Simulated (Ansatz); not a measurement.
## Electronic structure of Cl₂H₃InO₂ in real space

Input

```
crystal:
  periodic: [false, false, false]
  atoms:
    - { symbol: In, position_ang: [0.028521, -0.318221, -0.030694] }
    - { symbol: O, position_ang: [0.079022, -0.239227, 1.960993] }
    - { symbol: H, position_ang: [-0.766224, -0.431977, 2.388219] }
    - { symbol: Cl, position_ang: [2.075499, -0.39598, -1.105199] }
    - { symbol: O, position_ang: [-1.623107, -0.461379, -1.105224] }
    - { symbol: H, position_ang: [-2.437991, -0.393946, -0.590321] }
    - { symbol: Cl, position_ang: [0.358117, 3.028086, 1.347696] }
    - { symbol: H, position_ang: [0.420464, 1.930844, 2.10613] }
basis:
  gaussian: { orbitals: def2-SVP }
hamiltonian:
  xc: cam_b3lyp
  dispersion: d4
relax:
  f_tol: 0.03
  max_steps: 50
output:
  orbitals: {}
```

Launched as:

```sh
ansatz run input.yaml --threads 4 --pin off --max-ram 5120MiB --backend cpu --events-out ev --progress --plain --runs-dir out
```

The fields are those of the run's last geometry, not of the input's.

Core potentials replace the inner electrons of In.

These are results of RKS CAM-B3LYP-D4/def2-SVP (Ansatz 0.2.0), not measurements.

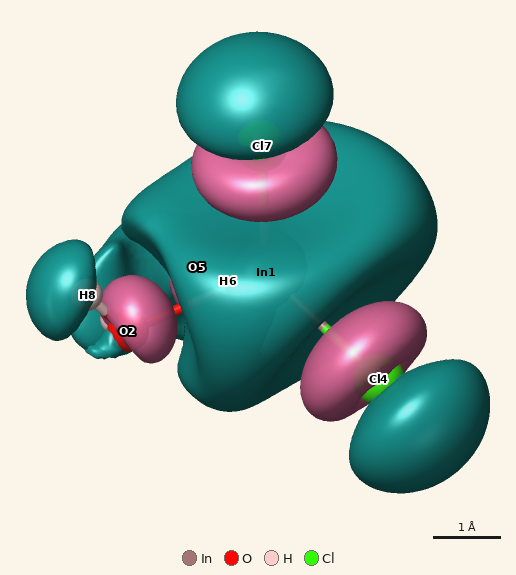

Figure 1. The LUMO at ±0.05 Å⁻³ᐟ² (teal and pink are the two phases), seen from one side.

Q: What is the character of this orbital?

A: By Hirshfeld shares it lies mainly on In1 (about 45 %), Cl4 (about 20 %), Cl7 (about 15 %) and O5 (about 10 %). Its energy is −0.69 eV.

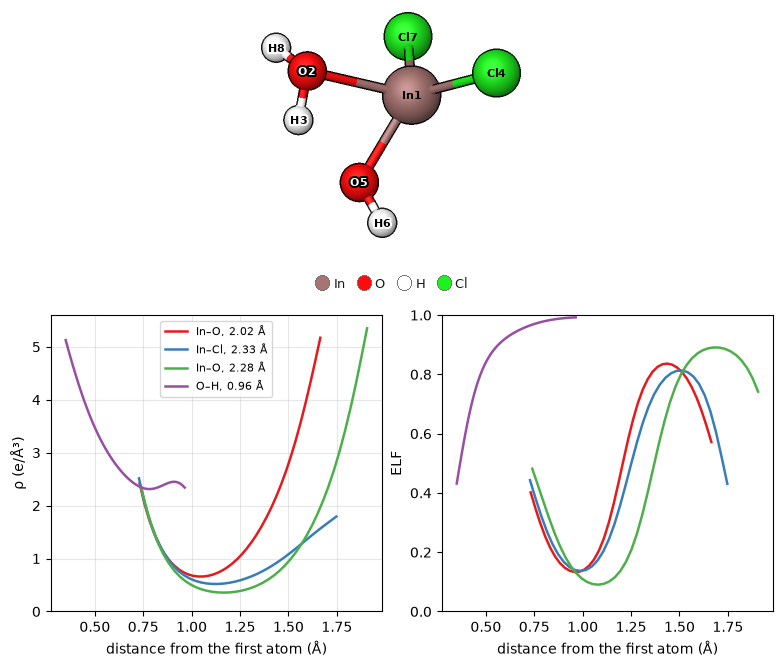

Figure 2. Electron density and electron localisation function along straight lines between neighbouring atoms. The curves leave out the atomic cores. The structure is drawn too.

Q: Compare the contacts.

A: In–O (2.02 Å): ρ is about 0.67 e/Å³ halfway; the ELF peaks at about 0.85 in the valence shell of O, 0.6 Å from its nucleus, and drops to about 0.15 between the two atoms.
In–Cl (2.33 Å): ρ is about 0.53 e/Å³ halfway; the ELF peaks at about 0.80 in the valence shell of Cl, 0.8 Å from its nucleus, and drops to about 0.15 between the two atoms.
In–O (2.28 Å): ρ at the midpoint is about 0.36 e/Å³; the ELF peaks at about 0.90 in the valence shell of O, 0.6 Å from its nucleus, and drops to about 0.10 between the two atoms.
O–H (0.96 Å): the density is about 3.6 e/Å³ at the midpoint; the ELF climbs to about 1 towards the hydrogen, as it does in any bond to H (an ordinary covalent bond to hydrogen).

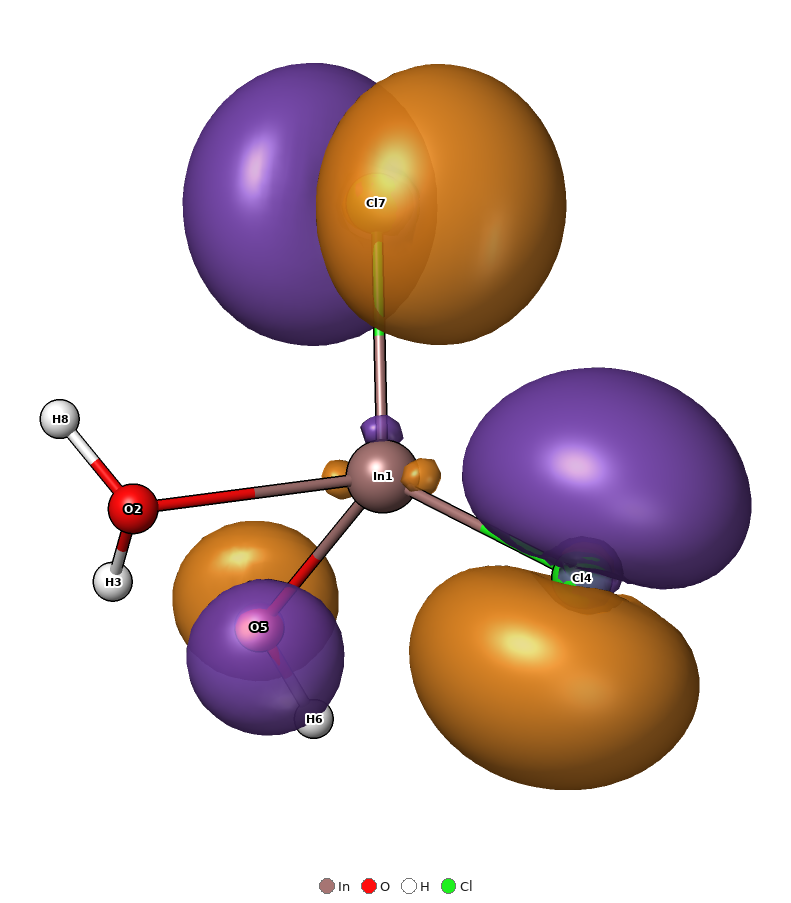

Figure 3. The HOMO at ±0.08 Å⁻³ᐟ² (orange and purple are the two phases), seen at an oblique angle.

Q: Describe this orbital and give its energy.

A: By Hirshfeld shares it lies mainly on Cl4 (about 50 %), Cl7 (about 40 %) and O5 (about 5 %); largely a combination of lone pairs on Cl4, Cl7 and O5. Its energy is −9.93 eV.
